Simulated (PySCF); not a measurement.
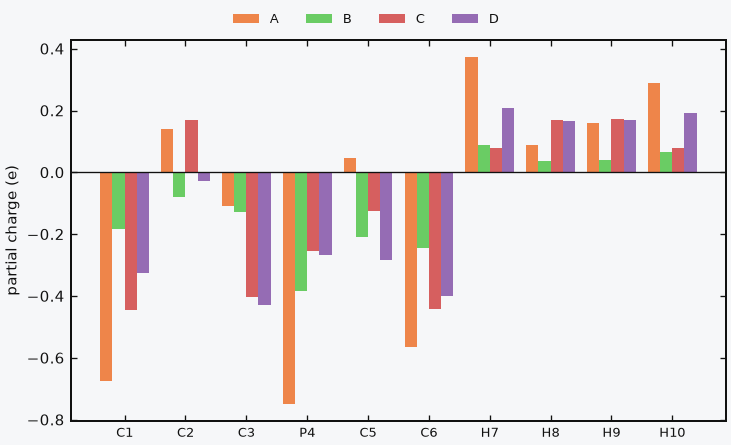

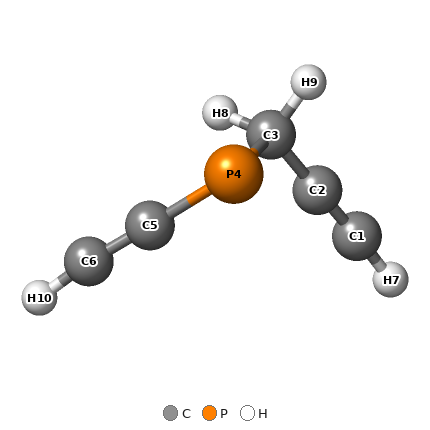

Atomic charges of C₅H₄P⁻, SMILES C#CC[P-]C#C by 4 schemes, PBE0/pcSseg-1 (IEF-PCM acetonitrile), PySCF 2.14.0, at a PBE0-D3(BJ)/def2-SVP geometry (no frequency check).

The schemes are ESP fit, Hirshfeld, IAO and Mulliken. Which series is which?

Answer. A: ESP fit (C1 −0.68 e); B: Hirshfeld (C1 −0.18 e); C: Mulliken (C1 −0.44 e); D: IAO (C1 −0.33 e).

Note: an anion in a basis that has no diffuse functions; one conformer of a flexible molecule.
